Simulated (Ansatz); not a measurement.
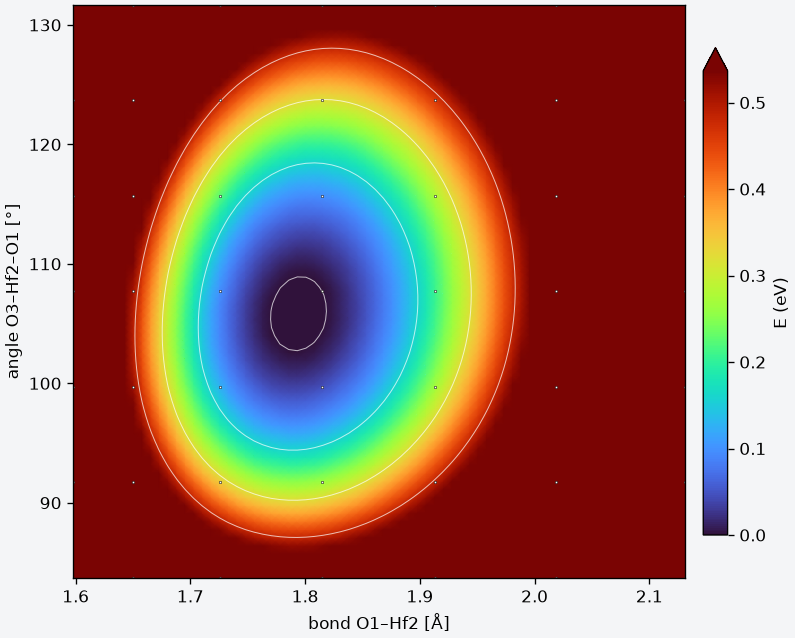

HfO₂, SMILES [O]=[Hf]=[O]. Two internal coordinates are moved rigidly from the geometry relaxed at PBE0-D4/def2-TZVP, all others fixed. First axis: bond O1–Hf2. Second axis: angle O3–Hf2–O1. Grid: 7 × 7 points. All energies are given in eV relative to the lowest grid point. Method: RKS PBE-D4/def2-TZVPP (Ansatz).

The picture shows a smooth colour map with a few white contour lines, dots at the grid points, one colour for all values above the top of the scale. Between grid points the surface is interpolated.

Question: Estimate the position of the minimum and the force constants in these coordinates.

Answer: The interpolated minimum is at bond O1–Hf2 ≈ 1.795 Å, angle O3–Hf2–O1 ≈ 105.8°. The curvatures there are about 38 eV/Å² and 7.8 eV/rad², with a cross term of about −2 eV/(Å·rad). Round the minimum the two coordinates are weakly coupled (coupling −0.09 in units of the two stiffnesses).
